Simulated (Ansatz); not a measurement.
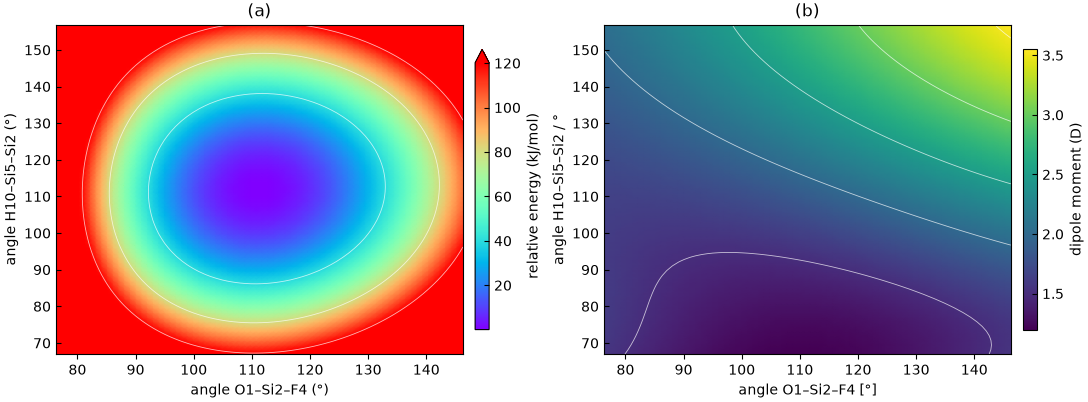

ClFH4O2Si2, SMILES O[Si](O)(F)[SiH2]Cl. Coordinates scanned: (1) angle O1–Si2–F4; (2) angle H10–Si5–Si2. Nothing is relaxed (all other coordinates rigid). The scan uses a 9 × 9 grid. Energies are in kJ/mol, from the lowest grid point. Computed with RKS PBE0-D4/def2-SVP (Ansatz 0.2.0).

Panel (a) is the energy; panel (b) is the computed dipole moment, in D.

In the figure: a smooth colour map with a few white contour lines, one colour for all values above the top of the scale. Between grid points the surface is interpolated.

> How does the dipole moment vary over the map, and what is it at the lowest grid point?

Leaving out the highest fifth of the energies, it runs from 1.20 D at angle O1–Si2–F4 = 111.3°, angle H10–Si5–Si2 = 66.9° to 3.37 D at angle O1–Si2–F4 = 146.3°, angle H10–Si5–Si2 = 145.6°. At the lowest grid point, angle O1–Si2–F4 = 111.3°, angle H10–Si5–Si2 = 111.9°, it is 1.92 D.

| angle H10–Si5–Si2 ↓, angle O1–Si2–F4 → | 76.3 | 85.0 | 93.8 | 102.5 | 111.3 | 120.0 | 128.8 | 137.5 | 146.3 |
| --- | --- | --- | --- | --- | --- | --- | --- | --- | --- |
| 156.9 | 2.05 | 2.21 | 2.40 | 2.59 | 2.80 | 3.00 | 3.20 | 3.38 | 3.55 |
| 145.6 | 1.96 | 2.11 | 2.27 | 2.45 | 2.64 | 2.83 | 3.02 | 3.20 | 3.37 |
| 134.4 | 1.86 | 1.97 | 2.11 | 2.26 | 2.43 | 2.60 | 2.78 | 2.95 | 3.10 |
| 123.1 | 1.75 | 1.82 | 1.92 | 2.04 | 2.18 | 2.33 | 2.49 | 2.65 | 2.79 |
| 111.9 | 1.67 | 1.68 | 1.73 | 1.81 | 1.92 | 2.05 | 2.18 | 2.32 | 2.45 |
| 100.6 | 1.62 | 1.58 | 1.57 | 1.60 | 1.67 | 1.76 | 1.87 | 1.99 | 2.11 |
| 89.4 | 1.61 | 1.52 | 1.45 | 1.43 | 1.45 | 1.51 | 1.60 | 1.70 | 1.81 |
| 78.1 | 1.61 | 1.48 | 1.37 | 1.30 | 1.29 | 1.32 | 1.39 | 1.49 | 1.60 |
| 66.9 | 1.56 | 1.41 | 1.29 | 1.22 | 1.20 | 1.23 | 1.31 | 1.43 | 1.55 |
